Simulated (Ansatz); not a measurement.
Base system: BeS in the zinc blende structure (space group F-43m, No. 216; a = 4.876 Å).

Modification: Se takes the place of S on all its sites; the structure is relaxed again.

Computed with plane-wave PAW DFT at the PBE level (Ansatz, a program for electronic structure, 420 eV), no spin-orbit coupling, earlier PAW set.

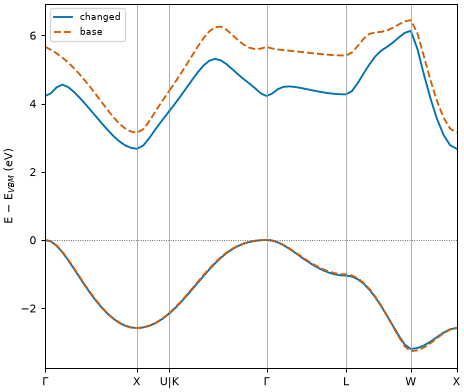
Highest valence and lowest conduction band along the path, each from its own valence-band maximum

**Question.** From the figure, how large is the changed gap, and is it direct?

**Answer.** About 2.7 eV, indirect, Γ → X.

Gaps are Kohn–Sham eigenvalue differences; semilocal functionals usually give less than the measured gap. No phonon test of stability was made.
